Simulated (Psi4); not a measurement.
# GeH3O2F (SMILES [OH][GeH]([OH])[F]) at HF/STO-3G

What is the energy change on altering one bond length of GeH3O2F at HF/STO-3G? 

Program for the calculation: Psi4 1.11.

### 1 The molecule

GeH3O2F has 7 atoms, charge 0, and is taken as a singlet. As SMILES, `[OH][GeH]([OH])[F]`. Geometry: relaxed at PBE0-D4/def2-TZVP. This is one conformer, not always the lowest.

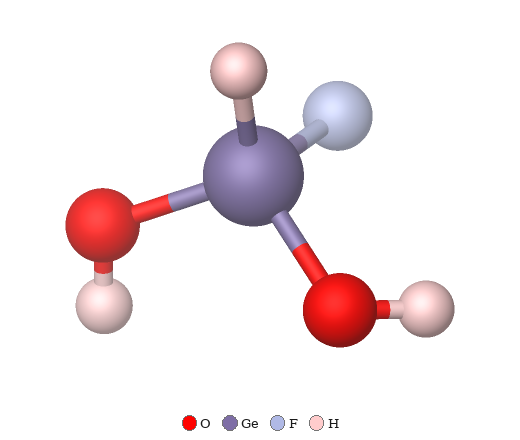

The structure, seen from a chosen angle (oxygen red, germanium purple, fluorine light blue, hydrogen pink).

### 2 The energy at HF/STO-3G

Contents of input.dat:

```
memory 2200 mb

molecule {
  O
  Ge 1 1.758076
  O 2 1.747675 1 108.44394
  F 2 1.735697 3 110.10918 1 113.97581
  H 1 0.960852 2 112.39665 4 19.34784
  H 2 1.521643 4 108.50567 5 117.09271
  H 3 0.961242 2 112.75706 6 -164.09512
  units angstrom
  symmetry c1
}

set globals {
  basis STO-3G
  puream true
  e_convergence 1e-09
  d_convergence 1e-08
  scf_type pk
}

e_tot, wfn = energy('hf', return_wfn=True)
```

The run is started by

```console
$ psi4 input.dat output.dat -n 1
```

output.dat (excerpt; [...] marks lines left out):

```text
[...]
  Running in c1 symmetry.
[...]
  Nuclear repulsion =  327.327972022142660
[...]
  Multiplicity = 1
[...]
  Nalpha       = 30
  Nbeta        = 30
[...]
    Number of basis functions: 36
[...]
   @RHF iter   1: -2299.03952356994341   -3.93126e+00   1.59140e-02 ADIIS/DIIS
[...]
   @RHF iter  11: -2299.24989701405048   -3.18323e-12   5.57621e-09 DIIS
[...]
    Orbital Energies [Eh]
    ---------------------
    Doubly Occupied:
       1A   -400.624884     2A    -50.466360     3A    -45.530696
       4A    -45.530274     5A    -45.529979     6A    -25.816250
       7A    -20.190563     8A    -20.187350     9A     -6.551919
      10A     -4.593716    11A     -4.593358    12A     -4.592867
      13A     -1.419586    14A     -1.250794    15A     -1.233423
      16A     -0.737707    17A     -0.736141    18A     -0.733979
      19A     -0.731386    20A     -0.729858    21A     -0.660586
      22A     -0.562393    23A     -0.525447    24A     -0.497276
      25A     -0.446271    26A     -0.418831    27A     -0.397327
      28A     -0.372583    29A     -0.359307    30A     -0.347962
[...]
  @RHF Final Energy: -2299.24989701405048
   => Energetics <=
    Nuclear Repulsion Energy =            327.3279720221426601
    One-Electron Energy =               -3880.4175943057562108
    Two-Electron Energy =                1253.8397252695626776
    Total Energy =                      -2299.2498970140509300
[...]
 Multipole Moments:
 ------------------------------------------------------------------------------------
     Multipole            Electronic (a.u.)      Nuclear  (a.u.)        Total (a.u.)
 ------------------------------------------------------------------------------------
 L = 1.  Multiply by 2.5417464519 to convert [e a0] to [Debye]
 Dipole X            :          0.1398162           -0.2458677           -0.1060515
 Dipole Y            :          2.5403970           -2.2701103            0.2702867
 Dipole Z            :          2.2557252           -2.5129331           -0.2572079
 Magnitude           :                                                    0.3878888
[...]
```

Run time: 1.5 s. Hardware: 1 thread of AMD EPYC 9R45 (Zen 5), shared host; peak memory 0.2 GiB.

### 3 The distorted shape: energy and forces at HF/STO-3G

Contents of fgeh3o2.dat:

```
memory 2.2 GB

molecule {
  0 1
  O      0.569370     2.146492    -0.603932
  Ge     0.814770     0.979392     0.687768
  O      2.440470     0.350192     0.562968
  F     -1.260300    -1.284500     0.113200
  H     -0.286930     2.047992    -1.028532
  H      0.590870     1.491992     2.102868
  H      2.726670     0.237492    -0.347732
  symmetry c1
  no_reorient
  no_com
}

set basis STO-3G
set puream true
set e_convergence 1e-09
set d_convergence 1e-08
set scf_type pk

e, wfn = gradient("scf", return_wfn=True)
oeprop(wfn, "QUADRUPOLE", "DIPOLE", "LOWDIN_CHARGES", title="SCF")
```

The run is started by

```console
$ psi4 -n 1 fgeh3o2.dat fgeh3o2.out
```

fgeh3o2.out (excerpt; [...] marks lines left out):

```text
[...]
  Running in c1 symmetry.
[...]
  Nuclear repulsion =  278.769474699816669
[...]
  Multiplicity = 1
[...]
  Nalpha       = 30
  Nbeta        = 30
[...]
    Number of basis functions: 36
[...]
   @RHF iter   1: -2298.40101983826708   -3.81378e+00   1.98066e-02 DIIS/ADIIS
[...]
   @RHF iter  16: -2298.95057416945519   -5.00222e-12   6.83800e-09 DIIS
[...]
  @RHF Final Energy: -2298.95057416945519
   => Energetics <=
    Nuclear Repulsion Energy =            278.7694746998166693
    One-Electron Energy =               -3784.0012977254832549
    Two-Electron Energy =                1206.2812488562112776
    Total Energy =                      -2298.9505741694551944
[...]
  -Total Gradient:
     Atom            X                  Y                   Z
    ------   -----------------  -----------------  -----------------
       1       -0.035005585714     0.007911156583    -0.029288851706
       2        0.040828300287     0.047114951899     0.009839201024
       3        0.028307961688    -0.014454677612    -0.034675439158
       4       -0.051988614617    -0.056378723098    -0.013974318831
       5        0.027083169790     0.006072267904     0.009404630051
       6       -0.006417165935     0.007822296064     0.029390341170
       7       -0.002808065674     0.001912728239     0.029304437580
[...]
 Multipole Moments:
 ------------------------------------------------------------------------------------
     Multipole            Electronic (a.u.)      Nuclear  (a.u.)        Total (a.u.)
 ------------------------------------------------------------------------------------
 L = 1.  Multiply by 2.5417464519 to convert [e a0] to [Debye]
 Dipole X            :        -78.8358896           79.0647616            0.2288720
 Dipole Y            :        -81.5265961           82.2616528            0.7350567
 Dipole Z            :        -44.4197879           44.2692307           -0.1505572
 Magnitude           :                                                    0.7844477
 L = 2.  Multiply by 1.3450342976 to convert [e a0^2] to [Debye ang]
 Quadrupole XX       :       -358.9623188          334.4130920          -24.5492268
 Quadrupole XY       :       -208.3576488          205.9104129           -2.4472360
[...]
```

Run time: 1.8 s. Hardware: 1 thread of AMD EPYC 9R45 (Zen 5), shared host; peak memory 0.2 GiB.

### 4 Outcome

At HF/STO-3G:

| quantity | value |
| --- | --- |
| first shape: total energy | -2299.24990 Eh |
| first shape: dipole moment | 0.99 D |
| first shape: HOMO energy | -9.47 eV |
| first shape: LUMO energy | 10.92 eV |
| first shape: HOMO–LUMO gap | 20.39 eV |
| distorted shape: total energy | -2298.95057 Eh |
| distorted shape: dipole moment | 1.99 D |
| distorted shape: HOMO energy | -4.33 eV |
| distorted shape: LUMO energy | 2.60 eV |
| distorted shape: HOMO–LUMO gap | 6.93 eV |
| distorted shape: largest force on an atom | 4.009 eV/Å |
| energy change with the Ge2–F4 bond stretched from 1.736 to 3.124 Å | 8.145 eV |

What this shows: One bond (distorted shape) is far stretched, which a spin-restricted single reference describes badly; a broken-symmetry solution may lie lower. With the Ge2–F4 bond stretched from 1.736 to 3.124 Å the energy rises by 8.14 eV (786 kJ/mol). The first shape isn't relaxed at this level, so the change isn't measured from a minimum. A restricted reference can't describe the breaking bond well at this length. The minimal basis adds a large error of its own.
